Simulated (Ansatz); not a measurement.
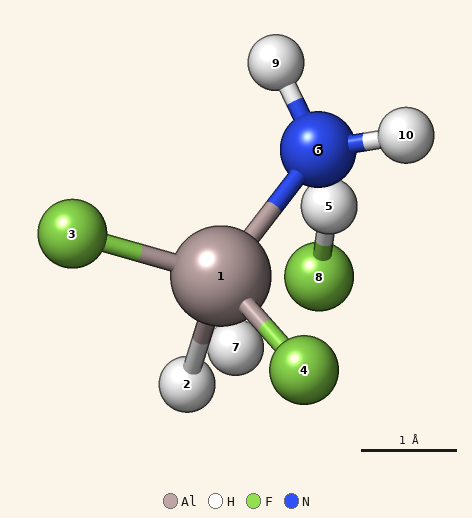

**Figure 1.** The structure as given in the input (ball-and-stick view, seen at a tilt; atoms are numbered from 1 in the order of the input). Sticks mark near contacts.

Molecular dynamics of AlNH$_{5}$F$_{3}$ (part 1 of 4)

AlNH$_{5}$F$_{3}$, computed with RKS r2SCAN-D4/def2-SVP (Ansatz 0.2.0).

It belongs to a series of runs on one base structure; here: dynamics from the highest image of the converged band. Figures and captions count atoms from 1; the log counts them from 0 in places.

### Input file
```yaml
crystal:
  periodic: [false, false, false]
  atoms:
    - { symbol: Al, position_ang: [-0.559734, -0.6042, 0.671549] }
    - { symbol: H, position_ang: [1.206579, -0.927789, 0.888413] }
    - { symbol: F, position_ang: [-1.027232, -2.142004, 0.253922] }
    - { symbol: F, position_ang: [-0.92956, 0.060915, 2.146811] }
    - { symbol: H, position_ang: [0.714276, 0.804319, -0.820304] }
    - { symbol: "N", position_ang: [-0.608921, 0.625411, -0.727313] }
    - { symbol: H, position_ang: [1.464215, -0.326549, 0.341998] }
    - { symbol: F, position_ang: [1.799623, 0.710684, -0.626208] }
    - { symbol: H, position_ang: [-0.990583, 0.286044, -1.612094] }
    - { symbol: H, position_ang: [-1.068764, 1.513168, -0.516675] }
basis:
  gaussian: { orbitals: def2-SVP }
hamiltonian:
  xc: r2scan
  dispersion: d4
md:
  timestep: 0.5
  n_steps: 200
  ensemble: nve
  temperature: 300.0
  initial_velocities: maxwell_boltzmann
  seed: 9275
```

Command:
```bash
ansatz run input.yaml --threads 2 --pin off --max-ram 3072MiB --backend cpu --events-out ev --progress --plain --runs-dir out
```

### Log
```
Engine: ansatz 0.2.0, x86_64-unknown-linux-gnu
Functional definition: r2SCAN
  parameter k0 = 0.174
  parameter k1 = 0.065
  parameter a1 = 4.9479
  exchange = r2scan_x(k0 = k0, k1 = k1, a1 = a1)
  correlation = r2scan_c
1099 factors; their error is unknown
mean field evaluation 1: about -16300.0561 eV, gradient 7.3e1 eV
mean field evaluation 2: about -16285.2740 eV, gradient 1.2e2 eV
mean field evaluation 4: about -16309.1037 eV, gradient 5.2e0 eV
mean field evaluation 8: about -16309.1589 eV, gradient 9.0e-2 eV
mean field evaluation 16: about -16309.0976 eV, gradient 3.0e-5 eV
mean field -16309.09759780 eV, -599.3482820159 hartree, gradient 3.0e-5 eV, S^2 0.000000; 0 other end points of the search recorded, 0 dependent functions left out
the calculation of the forces begins
reference -16309.09760996 eV, -599.3482824627 hartree; 26, 26 occupied and 73, 73 virtual orbitals, 1099 factors
md step     0: t =     0.00 fs  T =   300.0 K  F+E_penalty+E_count = -16309.13556792 eV  E_kin = 0.310224 eV  conserved = -16308.82534392 eV  (26 SCF iters)
these checks for a lower state are left out or cut short: starts, cluster_reference, orbital_swaps, neighbouring_geometries, increment
1099 factors; their error is unknown
mean field -16309.09446783 eV, -599.3481669916 hartree, gradient 6.9e-6 eV, S^2 0.000000; 0 other end points of the search recorded, 0 dependent functions left out
the calculation of the forces begins
reference -16309.09448000 eV, -599.3481674386 hartree; 26, 26 occupied and 73, 73 virtual orbitals, 1099 factors
md step     1: t =     0.50 fs  T =   297.0 K  F+E_penalty+E_count = -16309.13240530 eV  E_kin = 0.307132 eV  conserved = -16308.82527352 eV  (29 SCF iters)
[... from here on the SCF iterations and repeated set-up lines of each step are left out, up to the last step ...]
md step     2: t =     1.00 fs  T =   289.1 K  F+E_penalty+E_count = -16309.12409550 eV  E_kin = 0.298994 eV  conserved = -16308.82510154 eV  (30 SCF iters)
md step     3: t =     1.50 fs  T =   278.9 K  F+E_penalty+E_count = -16309.11329152 eV  E_kin = 0.288391 eV  conserved = -16308.82490006 eV  (30 SCF iters)
md step     4: t =     2.00 fs  T =   269.2 K  F+E_penalty+E_count = -16309.10310565 eV  E_kin = 0.278351 eV  conserved = -16308.82475481 eV  (30 SCF iters)
md step     5: t =     2.50 fs  T =   262.1 K  F+E_penalty+E_count = -16309.09578586 eV  E_kin = 0.271062 eV  conserved = -16308.82472393 eV  (30 SCF iters)
md step     6: t =     3.00 fs  T =   258.2 K  F+E_penalty+E_count = -16309.09181975 eV  E_kin = 0.267011 eV  conserved = -16308.82480907 eV  (29 SCF iters)
md step     7: t =     3.50 fs  T =   256.2 K  F+E_penalty+E_count = -16309.08989750 eV  E_kin = 0.264939 eV  conserved = -16308.82495889 eV  (30 SCF iters)
md step     8: t =     4.00 fs  T =   253.9 K  F+E_penalty+E_count = -16309.08769772 eV  E_kin = 0.262600 eV  conserved = -16308.82509739 eV  (30 SCF iters)
md step     9: t =     4.50 fs  T =   249.4 K  F+E_penalty+E_count = -16309.08305887 eV  E_kin = 0.257899 eV  conserved = -16308.82516034 eV  (30 SCF iters)
md step    10: t =     5.00 fs  T =   241.6 K  F+E_penalty+E_count = -16309.07498673 eV  E_kin = 0.249868 eV  conserved = -16308.82511856 eV  (30 SCF iters)
md step    11: t =     5.50 fs  T =   231.3 K  F+E_penalty+E_count = -16309.06412094 eV  E_kin = 0.239136 eV  conserved = -16308.82498530 eV  (30 SCF iters)
md step    12: t =     6.00 fs  T =   220.2 K  F+E_penalty+E_count = -16309.05253070 eV  E_kin = 0.227720 eV  conserved = -16308.82481073 eV  (30 SCF iters)
md step    13: t =     6.50 fs  T =   211.1 K  F+E_penalty+E_count = -16309.04292499 eV  E_kin = 0.218260 eV  conserved = -16308.82466540 eV  (30 SCF iters)
md step    14: t =     7.00 fs  T =   205.9 K  F+E_penalty+E_count = -16309.03755161 eV  E_kin = 0.212939 eV  conserved = -16308.82461271 eV  (30 SCF iters)
md step    15: t =     7.50 fs  T =   205.5 K  F+E_penalty+E_count = -16309.03721703 eV  E_kin = 0.212537 eV  conserved = -16308.82468018 eV  (30 SCF iters)
md step    16: t =     8.00 fs  T =   208.9 K  F+E_penalty+E_count = -16309.04087264 eV  E_kin = 0.216029 eV  conserved = -16308.82484319 eV  (30 SCF iters)
md step    17: t =     8.50 fs  T =   213.7 K  F+E_penalty+E_count = -16309.04600260 eV  E_kin = 0.220968 eV  conserved = -16308.82503450 eV  (27 SCF iters)
md step    18: t =     9.00 fs  T =   217.1 K  F+E_penalty+E_count = -16309.04967277 eV  E_kin = 0.224500 eV  conserved = -16308.82517296 eV  (30 SCF iters)
md step    19: t =     9.50 fs  T =   217.2 K  F+E_penalty+E_count = -16309.04979434 eV  E_kin = 0.224597 eV  conserved = -16308.82519746 eV  (30 SCF iters)
md step    20: t =    10.00 fs  T =   213.7 K  F+E_penalty+E_count = -16309.04605986 eV  E_kin = 0.220964 eV  conserved = -16308.82509540 eV  (30 SCF iters)
md step    21: t =    10.50 fs  T =   208.1 K  F+E_penalty+E_count = -16309.04012242 eV  E_kin = 0.215211 eV  conserved = -16308.82491170 eV  (31 SCF iters)
md step    22: t =    11.00 fs  T =   203.2 K  F+E_penalty+E_count = -16309.03487932 eV  E_kin = 0.210146 eV  conserved = -16308.82473364 eV  (31 SCF iters)
md step    23: t =    11.50 fs  T =   201.6 K  F+E_penalty+E_count = -16309.03311419 eV  E_kin = 0.208464 eV  conserved = -16308.82465016 eV  (31 SCF iters)
md step    24: t =    12.00 fs  T =   204.5 K  F+E_penalty+E_count = -16309.03612658 eV  E_kin = 0.211421 eV  conserved = -16308.82470517 eV  (31 SCF iters)
md step    25: t =    12.50 fs  T =   211.0 K  F+E_penalty+E_count = -16309.04306161 eV  E_kin = 0.218189 eV  conserved = -16308.82487299 eV  (31 SCF iters)
md step    26: t =    13.00 fs  T =   218.8 K  F+E_penalty+E_count = -16309.05130592 eV  E_kin = 0.226232 eV  conserved = -16308.82507351 eV  (31 SCF iters)
md step    27: t =    13.50 fs  T =   224.8 K  F+E_penalty+E_count = -16309.05772623 eV  E_kin = 0.232512 eV  conserved = -16308.82521443 eV  (31 SCF iters)
md step    28: t =    14.00 fs  T =   227.1 K  F+E_penalty+E_count = -16309.06010828 eV  E_kin = 0.234875 eV  conserved = -16308.82523372 eV  (31 SCF iters)
md step    29: t =    14.50 fs  T =   225.3 K  F+E_penalty+E_count = -16309.05813626 eV  E_kin = 0.233013 eV  conserved = -16308.82512285 eV  (31 SCF iters)
md step    30: t =    15.00 fs  T =   221.1 K  F+E_penalty+E_count = -16309.05353346 eV  E_kin = 0.228606 eV  conserved = -16308.82492790 eV  (31 SCF iters)
md step    31: t =    15.50 fs  T =   217.2 K  F+E_penalty+E_count = -16309.04933821 eV  E_kin = 0.224606 eV  conserved = -16308.82473219 eV  (31 SCF iters)
md step    32: t =    16.00 fs  T =   216.6 K  F+E_penalty+E_count = -16309.04859644 eV  E_kin = 0.223973 eV  conserved = -16308.82462373 eV  (31 SCF iters)
md step    33: t =    16.50 fs  T =   220.8 K  F+E_penalty+E_count = -16309.05298929 eV  E_kin = 0.228333 eV  conserved = -16308.82465640 eV  (31 SCF iters)
md step    34: t =    17.00 fs  T =   229.4 K  F+E_penalty+E_count = -16309.06200304 eV  E_kin = 0.237181 eV  conserved = -16308.82482167 eV  (31 SCF iters)
md step    35: t =    17.50 fs  T =   239.8 K  F+E_penalty+E_count = -16309.07307084 eV  E_kin = 0.248022 eV  conserved = -16308.82504848 eV  (28 SCF iters)
md step    36: t =    18.00 fs  T =   249.0 K  F+E_penalty+E_count = -16309.08268229 eV  E_kin = 0.257449 eV  conserved = -16308.82523358 eV  (30 SCF iters)
md step    37: t =    18.50 fs  T =   254.0 K  F+E_penalty+E_count = -16309.08798580 eV  E_kin = 0.262697 eV  conserved = -16308.82528850 eV  (30 SCF iters)
md step    38: t =    19.00 fs  T =   254.3 K  F+E_penalty+E_count = -16309.08815001 eV  E_kin = 0.262966 eV  conserved = -16308.82518421 eV  (30 SCF iters)
md step    39: t =    19.50 fs  T =   251.3 K  F+E_penalty+E_count = -16309.08480192 eV  E_kin = 0.259831 eV  conserved = -16308.82497086 eV  (30 SCF iters)
md step    40: t =    20.00 fs  T =   248.0 K  F+E_penalty+E_count = -16309.08123624 eV  E_kin = 0.256476 eV  conserved = -16308.82476001 eV  (30 SCF iters)
md step    41: t =    20.50 fs  T =   247.6 K  F+E_penalty+E_count = -16309.08069698 eV  E_kin = 0.256031 eV  conserved = -16308.82466626 eV  (30 SCF iters)
md step    42: t =    21.00 fs  T =   251.3 K  F+E_penalty+E_count = -16309.08462894 eV  E_kin = 0.259889 eV  conserved = -16308.82473958 eV  (30 SCF iters)
md step    43: t =    21.50 fs  T =   258.2 K  F+E_penalty+E_count = -16309.09191494 eV  E_kin = 0.266978 eV  conserved = -16308.82493653 eV  (30 SCF iters)
md step    44: t =    22.00 fs  T =   265.3 K  F+E_penalty+E_count = -16309.09952632 eV  E_kin = 0.274374 eV  conserved = -16308.82515257 eV  (30 SCF iters)
md step    45: t =    22.50 fs  T =   269.6 K  F+E_penalty+E_count = -16309.10411609 eV  E_kin = 0.278830 eV  conserved = -16308.82528592 eV  (30 SCF iters)
md step    46: t =    23.00 fs  T =   269.1 K  F+E_penalty+E_count = -16309.10359820 eV  E_kin = 0.278313 eV  conserved = -16308.82528556 eV  (30 SCF iters)
md step    47: t =    23.50 fs  T =   263.8 K  F+E_penalty+E_count = -16309.09796496 eV  E_kin = 0.272803 eV  conserved = -16308.82516233 eV  (30 SCF iters)
md step    48: t =    24.00 fs  T =   255.5 K  F+E_penalty+E_count = -16309.08913990 eV  E_kin = 0.264167 eV  conserved = -16308.82497330 eV  (30 SCF iters)
md step    49: t =    24.50 fs  T =   246.9 K  F+E_penalty+E_count = -16309.08008585 eV  E_kin = 0.255289 eV  conserved = -16308.82479686 eV  (30 SCF iters)
md step    50: t =    25.00 fs  T =   240.7 K  F+E_penalty+E_count = -16309.07356442 eV  E_kin = 0.248859 eV  conserved = -16308.82470551 eV  (30 SCF iters)
md step    51: t =    25.50 fs  T =   238.1 K  F+E_penalty+E_count = -16309.07099581 eV  E_kin = 0.246258 eV  conserved = -16308.82473760 eV  (30 SCF iters)
md step    52: t =    26.00 fs  T =   238.9 K  F+E_penalty+E_count = -16309.07186776 eV  E_kin = 0.246991 eV  conserved = -16308.82487719 eV  (30 SCF iters)
md step    53: t =    26.50 fs  T =   240.7 K  F+E_penalty+E_count = -16309.07399504 eV  E_kin = 0.248938 eV  conserved = -16308.82505684 eV  (30 SCF iters)
md step    54: t =    27.00 fs  T =   241.2 K  F+E_penalty+E_count = -16309.07457321 eV  E_kin = 0.249385 eV  conserved = -16308.82518772 eV  (28 SCF iters)
md step    55: t =    27.50 fs  T =   238.2 K  F+E_penalty+E_count = -16309.07154845 eV  E_kin = 0.246343 eV  conserved = -16308.82520592 eV  (30 SCF iters)
md step    56: t =    28.00 fs  T =   231.6 K  F+E_penalty+E_count = -16309.06460567 eV  E_kin = 0.239500 eV  conserved = -16308.82510575 eV  (30 SCF iters)
md step    57: t =    28.50 fs  T =   222.7 K  F+E_penalty+E_count = -16309.05526127 eV  E_kin = 0.230320 eV  conserved = -16308.82494170 eV  (30 SCF iters)
md step    58: t =    29.00 fs  T =   213.9 K  F+E_penalty+E_count = -16309.04603503 eV  E_kin = 0.221238 eV  conserved = -16308.82479668 eV  (30 SCF iters)
md step    59: t =    29.50 fs  T =   207.4 K  F+E_penalty+E_count = -16309.03917849 eV  E_kin = 0.214441 eV  conserved = -16308.82473796 eV  (30 SCF iters)
md step    60: t =    30.00 fs  T =   203.9 K  F+E_penalty+E_count = -16309.03563521 eV  E_kin = 0.210850 eV  conserved = -16308.82478544 eV  (30 SCF iters)
md step    61: t =    30.50 fs  T =   202.9 K  F+E_penalty+E_count = -16309.03472115 eV  E_kin = 0.209814 eV  conserved = -16308.82490760 eV  (30 SCF iters)
md step    62: t =    31.00 fs  T =   202.6 K  F+E_penalty+E_count = -16309.03459290 eV  E_kin = 0.209549 eV  conserved = -16308.82504352 eV  (30 SCF iters)
md step    63: t =    31.50 fs  T =   201.2 K  F+E_penalty+E_count = -16309.03317464 eV  E_kin = 0.208039 eV  conserved = -16308.82513533 eV  (30 SCF iters)
md step    64: t =    32.00 fs  T =   197.2 K  F+E_penalty+E_count = -16309.02905370 eV  E_kin = 0.203902 eV  conserved = -16308.82515182 eV  (30 SCF iters)
md step    65: t =    32.50 fs  T =   190.4 K  F+E_penalty+E_count = -16309.02197682 eV  E_kin = 0.196883 eV  conserved = -16308.82509424 eV  (30 SCF iters)
md step    66: t =    33.00 fs  T =   181.7 K  F+E_penalty+E_count = -16309.01284126 eV  E_kin = 0.187852 eV  conserved = -16308.82498917 eV  (30 SCF iters)
md step    67: t =    33.50 fs  T =   172.5 K  F+E_penalty+E_count = -16309.00328173 eV  E_kin = 0.178405 eV  conserved = -16308.82487684 eV  (30 SCF iters)
md step    68: t =    34.00 fs  T =   164.6 K  F+E_penalty+E_count = -16308.99503937 eV  E_kin = 0.170242 eV  conserved = -16308.82479773 eV  (30 SCF iters)
md step    69: t =    34.50 fs  T =   159.1 K  F+E_penalty+E_count = -16308.98932737 eV  E_kin = 0.164548 eV  conserved = -16308.82477939 eV  (30 SCF iters)
md step    70: t =    35.00 fs  T =   156.3 K  F+E_penalty+E_count = -16308.98640756 eV  E_kin = 0.161582 eV  conserved = -16308.82482569 eV  (30 SCF iters)
md step    71: t =    35.50 fs  T =   155.3 K  F+E_penalty+E_count = -16308.98553026 eV  E_kin = 0.160612 eV  conserved = -16308.82491811 eV  (30 SCF iters)
md step    72: t =    36.00 fs  T =   154.9 K  F+E_penalty+E_count = -16308.98522932 eV  E_kin = 0.160206 eV  conserved = -16308.82502321 eV  (30 SCF iters)
md step    73: t =    36.50 fs  T =   153.5 K  F+E_penalty+E_count = -16308.98385199 eV  E_kin = 0.158750 eV  conserved = -16308.82510246 eV  (27 SCF iters)
md step    74: t =    37.00 fs  T =   150.0 K  F+E_penalty+E_count = -16308.98018874 eV  E_kin = 0.155072 eV  conserved = -16308.82511650 eV  (30 SCF iters)
md step    75: t =    37.50 fs  T =   144.1 K  F+E_penalty+E_count = -16308.97408265 eV  E_kin = 0.149041 eV  conserved = -16308.82504138 eV  (30 SCF iters)
md step    76: t =    38.00 fs  T =   137.2 K  F+E_penalty+E_count = -16308.96675628 eV  E_kin = 0.141861 eV  conserved = -16308.82489514 eV  (30 SCF iters)
md step    77: t =    38.50 fs  T =   131.3 K  F+E_penalty+E_count = -16308.96050365 eV  E_kin = 0.135761 eV  conserved = -16308.82474311 eV  (30 SCF iters)
md step    78: t =    39.00 fs  T =   128.6 K  F+E_penalty+E_count = -16308.95768757 eV  E_kin = 0.133023 eV  conserved = -16308.82466478 eV  (30 SCF iters)
md step    79: t =    39.50 fs  T =   130.4 K  F+E_penalty+E_count = -16308.95952692 eV  E_kin = 0.134822 eV  conserved = -16308.82470467 eV  (30 SCF iters)
md step    80: t =    40.00 fs  T =   135.9 K  F+E_penalty+E_count = -16308.96541412 eV  E_kin = 0.140569 eV  conserved = -16308.82484482 eV  (30 SCF iters)
md step    81: t =    40.50 fs  T =   143.3 K  F+E_penalty+E_count = -16308.97317445 eV  E_kin = 0.148155 eV  conserved = -16308.82501976 eV  (30 SCF iters)
md step    82: t =    41.00 fs  T =   149.8 K  F+E_penalty+E_count = -16308.98006086 eV  E_kin = 0.154905 eV  conserved = -16308.82515561 eV  (30 SCF iters)
md step    83: t =    41.50 fs  T =   153.5 K  F+E_penalty+E_count = -16308.98391697 eV  E_kin = 0.158718 eV  conserved = -16308.82519942 eV  (30 SCF iters)
md step    84: t =    42.00 fs  T =   153.7 K  F+E_penalty+E_count = -16308.98402331 eV  E_kin = 0.158889 eV  conserved = -16308.82513430 eV  (30 SCF iters)
md step    85: t =    42.50 fs  T =   151.2 K  F+E_penalty+E_count = -16308.98137628 eV  E_kin = 0.156394 eV  conserved = -16308.82498269 eV  (30 SCF iters)
md step    86: t =    43.00 fs  T =   148.5 K  F+E_penalty+E_count = -16308.97832684 eV  E_kin = 0.153522 eV  conserved = -16308.82480499 eV  (30 SCF iters)
md step    87: t =    43.50 fs  T =   147.9 K  F+E_penalty+E_count = -16308.97761842 eV  E_kin = 0.152934 eV  conserved = -16308.82468405 eV  (30 SCF iters)
md step    88: t =    44.00 fs  T =   151.2 K  F+E_penalty+E_count = -16308.98108767 eV  E_kin = 0.156396 eV  conserved = -16308.82469142 eV  (30 SCF iters)
md step    89: t =    44.50 fs  T =   158.3 K  F+E_penalty+E_count = -16308.98858505 eV  E_kin = 0.163745 eV  conserved = -16308.82484017 eV  (30 SCF iters)
md step    90: t =    45.00 fs  T =   167.0 K  F+E_penalty+E_count = -16308.99779148 eV  E_kin = 0.172725 eV  conserved = -16308.82506679 eV  (30 SCF iters)
md step    91: t =    45.50 fs  T =   174.0 K  F+E_penalty+E_count = -16309.00520879 eV  E_kin = 0.179950 eV  conserved = -16308.82525876 eV  (28 SCF iters)
md step    92: t =    46.00 fs  T =   176.6 K  F+E_penalty+E_count = -16309.00789321 eV  E_kin = 0.182579 eV  conserved = -16308.82531462 eV  (30 SCF iters)
md step    93: t =    46.50 fs  T =   173.9 K  F+E_penalty+E_count = -16309.00500021 eV  E_kin = 0.179798 eV  conserved = -16308.82520204 eV  (30 SCF iters)
md step    94: t =    47.00 fs  T =   167.6 K  F+E_penalty+E_count = -16308.99828447 eV  E_kin = 0.173311 eV  conserved = -16308.82497354 eV  (30 SCF iters)
md step    95: t =    47.50 fs  T =   161.1 K  F+E_penalty+E_count = -16308.99128588 eV  E_kin = 0.166545 eV  conserved = -16308.82474113 eV  (30 SCF iters)
md step    96: t =    48.00 fs  T =   157.6 K  F+E_penalty+E_count = -16308.98760041 eV  E_kin = 0.162981 eV  conserved = -16308.82461941 eV  (30 SCF iters)
md step    97: t =    48.50 fs  T =   159.0 K  F+E_penalty+E_count = -16308.98911081 eV  E_kin = 0.164444 eV  conserved = -16308.82466683 eV  (30 SCF iters)
md step    98: t =    49.00 fs  T =   164.6 K  F+E_penalty+E_count = -16308.99508621 eV  E_kin = 0.170231 eV  conserved = -16308.82485562 eV  (30 SCF iters)
md step    99: t =    49.50 fs  T =   171.7 K  F+E_penalty+E_count = -16309.00260421 eV  E_kin = 0.177515 eV  conserved = -16308.82508959 eV  (30 SCF iters)
md step   100: t =    50.00 fs  T =   176.8 K  F+E_penalty+E_count = -16309.00803288 eV  E_kin = 0.182777 eV  conserved = -16308.82525549 eV  (31 SCF iters)
md step   101: t =    50.50 fs  T =   177.5 K  F+E_penalty+E_count = -16309.00878854 eV  E_kin = 0.183511 eV  conserved = -16308.82527782 eV  (31 SCF iters)
md step   102: t =    51.00 fs  T =   173.5 K  F+E_penalty+E_count = -16309.00451374 eV  E_kin = 0.179362 eV  conserved = -16308.82515214 eV  (30 SCF iters)
md step   103: t =    51.50 fs  T =   166.5 K  F+E_penalty+E_count = -16308.99714658 eV  E_kin = 0.172200 eV  conserved = -16308.82494650 eV  (30 SCF iters)
md step   104: t =    52.00 fs  T =   159.7 K  F+E_penalty+E_count = -16308.98987894 eV  E_kin = 0.165116 eV  conserved = -16308.82476338 eV  (30 SCF iters)
md step   105: t =    52.50 fs  T =   155.6 K  F+E_penalty+E_count = -16308.98556584 eV  E_kin = 0.160879 eV  conserved = -16308.82468719 eV  (30 SCF iters)
```
